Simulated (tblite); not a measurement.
C4H11O2Si: frequency calculation

The run: frequency calculation of C4H11O2Si, multiplicity 2. Method and program: GFN2-xTB harmonic vibrations, gas phase (tblite 0.8.0).

It belongs to a series of runs on one base structure; here: H added to acyl C.

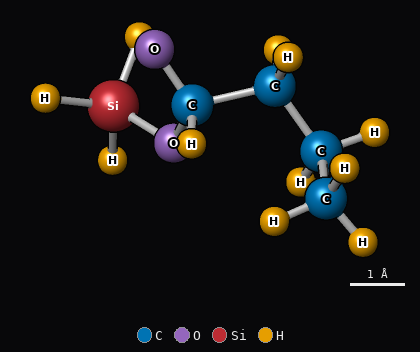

Figure 1. The structure (ball-and-stick view, seen at a tilt).

## Key numbers

| quantity | value |
| --- | --- |
| outcome | converged |
| total energy | −653.7560 eV |
| zero-point energy | 87.4780 kcal/mol |
| hardware | 1 CPU thread, shared host |
| wall time | 0.59 s |
| peak memory | 0.18 GiB |

## Input file
```
{"job": {"kind": "ir", "xc": "GFN2-xTB", "basis": "xTB"}, "charge": 0, "multiplicity": 2}
C     -2.417822     0.501088    -0.273548
C     -1.416290    -0.628532    -0.465184
C     -0.454212    -0.785100     0.694452
C      0.609648     0.399984     0.770455
O      1.373057     0.273411     1.792880
O      1.259169     0.478915    -0.445020
Si     2.881526     0.213109    -0.412309
H     -1.910298     1.464000    -0.247552
H     -3.127433     0.519877    -1.097278
H     -2.968856     0.374633     0.655898
H     -0.849691    -0.469747    -1.384374
H     -1.958495    -1.574071    -0.564845
H      0.155616    -1.682148     0.586071
H     -0.965881    -0.805933     1.655717
H     -0.056917     1.298688     0.835812
H      3.568000     1.225389     0.381588
H      3.147726    -1.129821     0.102249
H      3.122395     0.332575    -1.845949
```

The first line tells a small driver script what to run in tblite; the rest is the geometry in Å.

Command:
```bash
OMP_NUM_THREADS=1 python <driver script> task.json out
```

## The program's output
```
mode    cm-1     km/mol
  1      47.7      0.15
  2      66.6      2.78
  3     103.3      8.64
  4     130.4      4.14
  5     172.1      0.01
  6     210.1      2.07
  7     251.6      0.14
  8     338.7      3.82
  9     419.5      3.18
 10     450.9      0.78
 11     560.0     42.71
 12     600.0     91.41
 13     660.9     36.35
 14     746.9    140.14
 15     758.9    134.27
 16     771.5     20.06
 17     788.8    192.57
 18     804.9    216.93
 19     819.5     26.42
 20     885.9     13.60
 21     942.7     19.30
 22     990.0     56.77
 23    1049.0     48.08
 24    1078.0     24.09
 25    1120.2     47.39
 26    1132.6     22.08
 27    1190.5      1.62
 28    1199.8      2.85
 29    1228.5      6.68
 30    1267.3     31.02
 31    1310.8    107.03
 32    1335.6      0.50
 33    1412.0      4.52
 34    1443.7      2.79
 35    1458.2      4.88
 36    1492.1      3.13
 37    1498.9      4.41
 38    2243.5    246.39
 39    2288.3    199.06
 40    2302.3    203.83
 41    2581.0      6.17
 42    2945.5     10.08
 43    2993.0      2.57
 44    2995.5     16.14
 45    3006.4     20.02
 46    3018.9     43.39
 47    3036.3     37.38
 48    3042.9     17.34
```

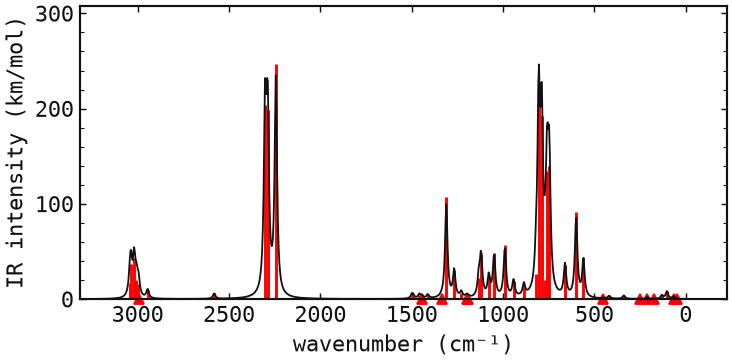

Figure 2. Harmonic infrared spectrum, unscaled: sticks (degenerate modes added up, dark ones marked on the axis) with a Lorentzian envelope of 16 cm⁻¹ full width, scaled to the tallest stick. 48 modes from 48 to 3043 cm⁻¹, none imaginary. The strongest line is at 2244 cm⁻¹ (246 km/mol).
